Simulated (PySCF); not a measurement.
# C₃H₄BF₂N: runs on many settings, part 2 of 2

PySCF 2.14.0. Atoms count from 0.

## (4) J couplings: HSE06/def2-SVP

What the job is given:

```
{"job": {"kind": "j", "xc": "HSE06", "basis": "def2-SVP", "scf": {"conv": 1e-11, "aux": "def2-universal-jkfit"}}, "charge": 0, "multiplicity": 1}
N     -2.689240     0.661843    -0.061312
C     -1.701550    -0.053069     0.255146
C     -0.293628     0.236382     0.014224
C      0.706719    -0.578770     0.383261
B      2.198944    -0.258566     0.120588
F      3.180674    -1.058912     0.484111
F      2.594498     0.843638    -0.488336
H     -2.453189     1.533417    -0.537204
H     -1.920969    -0.988489     0.763120
H     -0.070203     1.168318    -0.492924
H      0.453369    -1.503123     0.888153
```

With the program's defaults for keys left out, this is: HSE06/def2-SVP indirect spin-spin coupling, non-relativistic, gas phase.

Output:

```text
final grid: 100520 points
cycle   1  E = -395.3302393064  dE =  8.387e-01  |g| = 6.789e-01  |ddm| = 3.719e+00
cycle   2  E = -395.2256604005  dE =  1.046e-01  |g| = 1.024e+00  |ddm| = 1.562e+00
cycle   3  E = -395.4091276270  dE = -1.835e-01  |g| = 1.562e-01  |ddm| = 1.039e+00
cycle   4  E = -395.4149738553  dE = -5.846e-03  |g| = 5.266e-02  |ddm| = 2.089e-01
cycle   5  E = -395.4155775896  dE = -6.037e-04  |g| = 1.564e-02  |ddm| = 7.044e-02
cycle   6  E = -395.4156375491  dE = -5.996e-05  |g| = 3.254e-03  |ddm| = 1.787e-02
cycle   7  E = -395.4156392440  dE = -1.695e-06  |g| = 1.819e-03  |ddm| = 4.942e-03
cycle   8  E = -395.4156404724  dE = -1.228e-06  |g| = 2.613e-04  |ddm| = 1.669e-03
cycle   9  E = -395.4156404886  dE = -1.618e-08  |g| = 7.843e-05  |ddm| = 3.070e-04
cycle  10  E = -395.4156404899  dE = -1.257e-09  |g| = 2.849e-05  |ddm| = 8.857e-05
cycle  11  E = -395.4156404900  dE = -1.843e-10  |g| = 7.819e-06  |ddm| = 3.607e-05
cycle  12  E = -395.4156404900  dE = -6.935e-12  |g| = 2.300e-06  |ddm| = 6.651e-06
converged SCF energy = -395.4156404900

Indirect spin-spin couplings (Hz)
  i      j    bonds     total        FC       PSO       DSO        SD
  0 N    1 C    1    -39.694   -45.357     7.816    -0.047    -2.107
  0 N    2 C    2      7.351     7.542    -0.955     0.029     0.735
  0 N    3 C    3     -8.289    -5.429    -0.788     0.039    -2.110
  0 N    4 B    4      1.391     1.240     0.167     0.021    -0.037
  0 N    5 F    5     -0.383    -1.285     1.567     0.077    -0.742
  0 N    6 F    5     -2.666    -1.631     0.031     0.055    -1.121
  0 N    7 H    1    -63.889   -63.951     0.146    -0.237     0.154
  0 N    8 H    2    -12.171   -13.638     1.421     0.230    -0.184
  0 N    9 H    3     -2.426    -2.424    -0.095     0.055     0.038
  0 N   10 H    4      1.603     1.827    -0.301     0.126    -0.048
  1 C    2 C    1    127.361   129.295    -2.176     0.241         -
  1 C    3 C    2     -6.840    -7.018     0.188    -0.010         -
  1 C    4 B    3     12.955    13.070    -0.001    -0.027    -0.087
  1 C    5 F    4     -0.328     1.055    -0.292    -0.157    -0.934
  1 C    6 F    4     -4.821    -3.697    -0.068    -0.136    -0.921
  1 C    7 H    2    -13.541   -10.270    -2.524    -0.747         -
  1 C    8 H    1    226.364   225.983    -0.581     0.962         -
  1 C    9 H    2      0.970     1.463    -0.286    -0.207         -
  1 C   10 H    3     12.397    12.403    -0.133     0.127         -
  2 C    3 C    1    170.354   179.451    -9.290     0.193         -
  2 C    4 B    2     -1.354    -1.923     0.138     0.044     0.386
  2 C    5 F    3     28.887    19.404     5.373    -0.279     4.390
  2 C    6 F    3      3.924     2.108    -1.140     0.040     2.915
  2 C    7 H    3     16.934    16.603     0.283     0.048         -
  2 C    8 H    2     14.984    15.420    -0.194    -0.243         -
  2 C    9 H    1    216.697   216.300    -0.546     0.943         -
  2 C   10 H    2    -12.617   -10.548    -1.707    -0.362         -
  3 C    4 B    1    196.622   197.255    -1.213     0.385     0.195
  3 C    5 F    2     74.829    76.925    -1.262    -0.042    -0.793
  3 C    6 F    2     63.789    66.635    -1.784    -0.055    -1.007
  3 C    7 H    4     -2.694    -3.097     0.693    -0.291         -
  3 C    8 H    3      3.262     3.395    -0.174     0.041         -
  3 C    9 H    2     -5.589    -3.764    -1.459    -0.365         -
  3 C   10 H    1    202.546   201.814    -0.148     0.880         -
  4 B    5 F    1    -63.848   -22.110   -42.149     1.043    -0.632
  4 B    6 F    1    -54.610   -13.799   -41.201     1.073    -0.683
  4 B    7 H    5      0.624     0.740     0.008    -0.091    -0.032
  4 B    8 H    4     -0.891    -0.898     0.116    -0.132     0.023
  4 B    9 H    3      6.935     6.926    -0.202     0.240    -0.030
  4 B   10 H    2     -1.381    -1.254    -0.119    -0.007    -0.002
  5 F    6 F    2    100.684   330.491  -231.444    -0.891     2.527
  5 F    7 H    6     -1.552    -0.519    -0.210    -0.624    -0.199
  5 F    9 H    4     -1.545    -1.665     1.345    -1.100    -0.124
  5 F   10 H    3     -3.432    -2.807    -0.398    -0.116    -0.111
  6 F    7 H    6     -0.963    -0.715    -0.086    -0.061    -0.101
  6 F    8 H    5      0.993     1.407     0.499    -0.826    -0.087
  6 F    9 H    4     -1.966    -1.933    -0.945     1.069    -0.158
  6 F   10 H    3     19.652    20.888     0.611    -1.799    -0.048
  7 H    8 H    3     18.164    20.310     2.121    -4.268         -
  7 H    9 H    4     -0.518    -1.085    -1.112     1.679         -
  7 H   10 H    5      0.606     0.974     0.991    -1.359         -
  8 H    9 H    3      5.081     6.133     1.841    -2.893         -
  8 H   10 H    4     -0.178    -0.769    -1.058     1.649         -
  9 H   10 H    3     11.901    13.426     1.536    -3.061         -
```

Run time: 18 s. Hardware: 1 thread of Arm Neoverse V2, shared host; peak memory 0.65 GiB.

The basis is not made for couplings: without tight functions at the nuclei these values are rough.

A choice of the couplings up to four bonds, sorted by the number of bonds, with means over like pairs; isotopes 11B, 13C, 19F, 1H, 15N:

| pair | bonds | J (Hz) | Fermi contact (Hz) | dihedral (°) |
| --- | --- | --- | --- | --- |
| C1–H8 | 1 | 226.4 | 226.0 | – |
| C2–H9 | 1 | 216.7 | 216.3 | – |
| C3–H10 | 1 | 202.5 | 201.8 | – |
| C3–B4 | 1 | 196.6 | 197.3 | – |
| C2–C3 | 1 | 170.4 | 179.5 | – |
| C1–C2 | 1 | 127.4 | 129.3 | – |
| N0–H7 | 1 | -63.9 | -64.0 | – |
| B4–F5 | 1 | -59.2 | -18.0 | – |
| N0–C1 | 1 | -39.7 | -45.4 | – |
| F5–F6 | 2 | 100.7 | 330.5 | – |
| C3–F5 | 2 | 69.3 | 71.8 | – |
| C2–H8 | 2 | 15.0 | 15.4 | – |
| C1–H7 | 2 | -13.5 | -10.3 | – |
| C2–H10 | 2 | -12.6 | -10.5 | – |
| N0–H8 | 2 | -12.2 | -13.6 | – |
| N0–C2 | 2 | 7.4 | 7.5 | – |
| C1–C3 | 2 | -6.8 | -7.0 | – |
| C3–H9 | 2 | -5.6 | -3.8 | – |
| H7–H8 | 3 | 18.2 | 20.3 | -180 |
| C2–H7 | 3 | 16.9 | 16.6 | 0 |
| C2–F5 | 3 | 16.4 | 10.8 | – |
| C1–B4 | 3 | 13.0 | 13.1 | 180 |
| C1–H10 | 3 | 12.4 | 12.4 | 0 |
| H9–H10 | 3 | 11.9 | 13.4 | -180 |
| N0–C3 | 3 | -8.3 | -5.4 | 180 |
| F5–H10 | 3 | 8.1 | 9.0 | – |
| B4–H9 | 3 | 6.9 | 6.9 | 0 |
| C3–H7 | 4 | -2.7 | -3.1 | – |
| C1–F5 | 4 | -2.6 | -1.3 | – |
| F5–H9 | 4 | -1.8 | -1.8 | – |
| N0–H10 | 4 | 1.6 | 1.8 | – |
| N0–B4 | 4 | 1.4 | 1.2 | – |

The spin-dipole term was solved for some atoms only; pairs without it lack that part.

Quadrupole couplings from the field gradients of the same density:

```
atom  isotope  eQq/h (MHz)     η
  N0      14N       -4.893  0.43
  B4      11B        2.969  0.67
```

## (5) Shielding tensors: CAM-B3LYP/def2-SVPD

Same as in step 4 but for these lines:

```diff
@@ -1,2 +1,2 @@
-{"job": {"kind": "j", "xc": "HSE06", "basis": "def2-SVP", "scf": {"conv": 1e-11, "aux": "def2-universal-jkfit"}}, "charge": 0, "multiplicity": 1}
+{"job": {"kind": "nmr", "xc": "CAM-B3LYP", "basis": "def2-SVPD", "pop": false}, "charge": 0, "multiplicity": 1}
 N     -2.689240     0.661843    -0.061312
```

With the program's defaults for keys left out, this is: GIAO CAM-B3LYP/def2-SVPD NMR shielding, non-relativistic, gas phase.

Output:

```text
coarse grid: 10064 points
cycle   1  E = -395.5289930365  dE =  9.754e-01  |g| = 6.879e-01  |ddm| = 6.687e+00
cycle   2  E = -395.4916440571  dE =  3.735e-02  |g| = 8.847e-01  |ddm| = 2.556e+00
cycle   3  E = -395.6245299572  dE = -1.329e-01  |g| = 7.315e-02  |ddm| = 1.560e+00
cycle   4  E = -395.6254566069  dE = -9.266e-04  |g| = 4.583e-02  |ddm| = 2.301e-01
cycle   5  E = -395.6259112620  dE = -4.547e-04  |g| = 1.128e-02  |ddm| = 1.134e-01
cycle   6  E = -395.6259376954  dE = -2.643e-05  |g| = 2.777e-03  |ddm| = 3.376e-02
cycle   7  E = -395.6259395564  dE = -1.861e-06  |g| = 7.303e-04  |ddm| = 6.078e-03
final grid: 100520 points
cycle   8  E = -395.6824956979  dE = -4.427e-05  |g| = 3.345e-03  |ddm| = 1.028e-01
cycle   9  E = -395.6824967678  dE = -1.070e-06  |g| = 2.765e-03  |ddm| = 1.495e-02
cycle  10  E = -395.6824984986  dE = -1.731e-06  |g| = 4.559e-04  |ddm| = 7.085e-03
cycle  11  E = -395.6824985288  dE = -3.023e-08  |g| = 2.815e-04  |ddm| = 1.446e-03
cycle  12  E = -395.6824985472  dE = -1.833e-08  |g| = 3.034e-05  |ddm| = 4.715e-04
cycle  13  E = -395.6824985474  dE = -2.228e-10  |g| = 1.522e-05  |ddm| = 1.450e-04
converged SCF energy = -395.6824985474

GIAO shielding tensors (ppm)
atom      isotropic    diamagn.    paramagn.     s11        s22        s33       span
  0 N      -83.804     246.728    -330.533   -397.640    -94.456    240.683    638.323
  1 C       27.933     254.421    -226.488    -74.594     30.767    127.624    202.218
  2 C       38.400     271.899    -233.499    -75.754     47.184    143.768    219.522
  3 C       69.950     240.301    -170.351    -29.948     58.509    181.289    211.238
  4 B       83.505     185.346    -101.841     68.226     87.475     94.813     26.587
  5 F      276.703     469.843    -193.139    136.025    308.651    385.434    249.409
  6 F      287.576     464.913    -177.337    140.630    321.186    400.912    260.281
  7 H       20.714      26.386      -5.672     10.265     25.136     26.741     16.476
  8 H       23.490      31.711      -8.221     21.297     22.251     26.923      5.626
  9 H       24.729      37.305     -12.576     19.783     24.368     30.037     10.254
 10 H       25.720      35.115      -9.395     23.369     25.012     28.779      5.410
```

Wall time 15 s (1 thread of Arm Neoverse V2, shared host); peak memory 0.82 GiB.

This run: δ C1 165.2, C2 154.7, C3 123.2, N0 353.3, H7 11.23, H8 8.45 ppm.

## (6) TDDFT and polarisability: BLYP/cc-pVDZ

Same as in step 5 but for these lines:

```diff
@@ -1,2 +1,2 @@
-{"job": {"kind": "nmr", "xc": "CAM-B3LYP", "basis": "def2-SVPD", "pop": false}, "charge": 0, "multiplicity": 1}
+{"job": {"kind": "uv", "xc": "BLYP", "basis": "cc-pVDZ", "nstates": 3, "ntriplets": 5, "tda": false, "grid": 4}, "charge": 0, "multiplicity": 1}
 N     -2.689240     0.661843    -0.061312
```

Method: TDDFT BLYP/cc-pVDZ, vertical, gas phase, core orbitals frozen in the response.

Output:

```text
coarse grid: 10064 points
cycle   1  E = -395.8805538392  dE =  8.461e-01  |g| = 8.167e-01  |ddm| = 7.204e+00
cycle   2  E = -395.5797513482  dE =  3.008e-01  |g| = 1.526e+00  |ddm| = 3.366e+00
cycle   3  E = -395.9851774225  dE = -4.054e-01  |g| = 2.928e-01  |ddm| = 2.213e+00
cycle   4  E = -396.0067809665  dE = -2.160e-02  |g| = 9.525e-02  |ddm| = 5.269e-01
cycle   5  E = -396.0087967972  dE = -2.016e-03  |g| = 3.665e-02  |ddm| = 1.876e-01
cycle   6  E = -396.0091041239  dE = -3.073e-04  |g| = 1.136e-02  |ddm| = 6.619e-02
cycle   7  E = -396.0091339958  dE = -2.987e-05  |g| = 5.000e-03  |ddm| = 2.288e-02
cycle   8  E = -396.0091404332  dE = -6.437e-06  |g| = 9.119e-04  |ddm| = 7.670e-03
final grid: 262312 points
cycle   9  E = -396.0224894782  dE = -5.727e-05  |g| = 8.774e-03  |ddm| = 6.143e-02
cycle  10  E = -396.0224610554  dE =  2.842e-05  |g| = 1.377e-02  |ddm| = 4.117e-02
cycle  11  E = -396.0225046762  dE = -4.362e-05  |g| = 4.487e-03  |ddm| = 2.597e-02
cycle  12  E = -396.0225099083  dE = -5.232e-06  |g| = 4.890e-04  |ddm| = 6.531e-03
cycle  13  E = -396.0225099598  dE = -5.150e-08  |g| = 2.119e-04  |ddm| = 9.388e-04
cycle  14  E = -396.0225099685  dE = -8.622e-09  |g| = 6.985e-05  |ddm| = 3.500e-04
cycle  15  E = -396.0225099697  dE = -1.245e-09  |g| = 2.249e-05  |ddm| = 1.260e-04
cycle  16  E = -396.0225099698  dE = -1.229e-10  |g| = 5.563e-06  |ddm| = 3.878e-05
converged SCF energy = -396.0225099698

Static polarisability (au): isotropic 54.333, principal 24.935 48.380 89.684

Singlet excitations
state   eV       nm        f      main configurations
  1   3.2159    385.5   0.00129   H->L 0.99
  2   5.4869    226.0   0.53210   H-1->L 0.93
  3   5.8784    210.9   0.00167   H-2->L 0.93

Triplet excitations (Tamm-Dancoff, eV): 2.7007 3.2704 5.3137 5.4419 5.6841
```

It took 18 s on 1 thread of Arm Neoverse V2, shared host; peak memory 0.56 GiB.

Key values: HOMO -5.96 eV, LUMO -2.97 eV; lowest singlet 3.22 eV.

## (7) Side by side: electronic excitations

Excitations and ground-state properties, with basis size and wall time:

```
           run  lowest singlet (eV)  brightest (eV)      f  gap (eV)  α (Å³)  μ (D)  functions  time
PBE0/def2-SVPD                 3.85            5.72  0.640      5.41    9.17   0.03        178  38 s
  BLYP/cc-pVDZ                 3.22            5.49  0.532      2.99    8.05   0.15        118  18 s
```

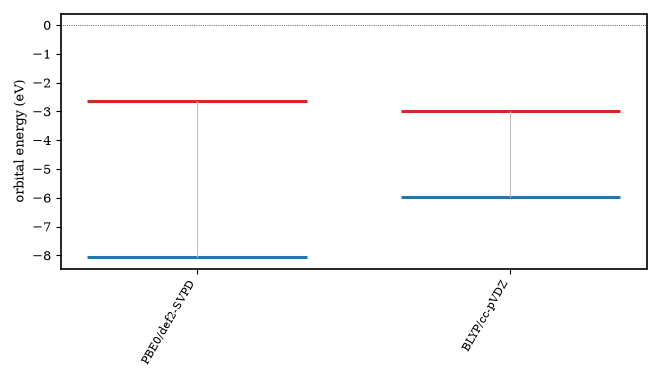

HOMO (blue) and LUMO (red) run by run.

## (8) Side by side: NMR shifts

Isotropic shieldings (ppm) of some atoms, chosen among heavy atoms and hydrogens apart, means over like atoms, with basis size and wall time:

| run | C1 | C2 | H7 | H10 | N0 | B4 | F5 | functions | time |
| --- | --- | --- | --- | --- | --- | --- | --- | --- | --- |
| PBE0/cc-pVDZ in acetone | 32.7 | 44.3 | 20.36 | 25.63 | -73.0 | 90.3 | 273.7 | 118 | 6.4 s |
| CAM-B3LYP/def2-SVPD | 27.9 | 38.4 | 20.71 | 25.72 | -83.8 | 83.5 | 282.1 | 178 | 15 s |

## (9) Summary of results

The summary covers parts 1 to 2.

| quantity | value |
| --- | --- |
| lowest singlet (PBE0/def2-SVPD) | 3.85 eV (322 nm), f = 0.002 |
| brightest single state of those computed | state 2, 5.72 eV, f = 0.640 |
| lowest triplet | 3.17 eV |
| surface potential, 1st and 99th percentile | -1.56 V and 1.76 V |
| shieldings of C, H, N (PBE0/cc-pVDZ, acetone) | C1 32.7, C2 44.3, C3 72.7, H7 20.4, H8 23.4, H9 24.7, H10 25.6, N0 -73.0 ppm and more |
| largest coupling of the table (HSE06/def2-SVP) | ¹J(C,H) C1–H8, 226.4 Hz |
| range of the lowest singlet | 3.22 to 3.85 eV |
| range of the shielding of N0 | -83.8 to -73.0 ppm |

In words: Single values in the summary come from the first run of each kind that ended normally (PBE0/def2-SVPD; PBE0/cc-pVDZ; HSE06/def2-SVP), which need not be the best level. The first singlet state (HOMO→LUMO 0.98) lies at 3.85 eV and is weak; of the 25 states computed, the strongest absorption comes from state 2 at 5.72 eV. The lowest triplet lies 0.68 eV below the lowest singlet (triplets in Tamm-Dancoff, singlets in full TDDFT). At PBE0/def2-SVPD, counted by nearest atom on the grid, the HOMO lies on N0 65 %; H7 11 %, the LUMO on C2, C3 about 20 % each; N0 18 %. At PBE0/cc-pVDZ: The largest span, 627 ppm, is at N0, where the paramagnetic term is -397 ppm. Of the pairs tabulated at HSE06/def2-SVP, C1–H8 couples most strongly (226.4 Hz; Fermi contact 226.0 Hz). Couplings across rotatable bonds belong to this one conformer; where others are populated, the observed values are averages. Density functionals describe couplings to fluorine poorly, F–F couplings above all, so those rows are rough. The lowest singlet runs from 3.22 eV (BLYP/cc-pVDZ) to 3.85 eV (PBE0/def2-SVPD), while the orbital gap spans 2.99 to 5.41 eV. The lowest state need not be the same one in every run. The runs solved for a few states only, so the brightest column depends on that window. In ppm, N0 moves most: its shielding spreads over 10.8 ppm, from -83.8 (CAM-B3LYP/def2-SVPD) to -73.0 (PBE0/cc-pVDZ in acetone). Couplings from bases without tight functions are rough.
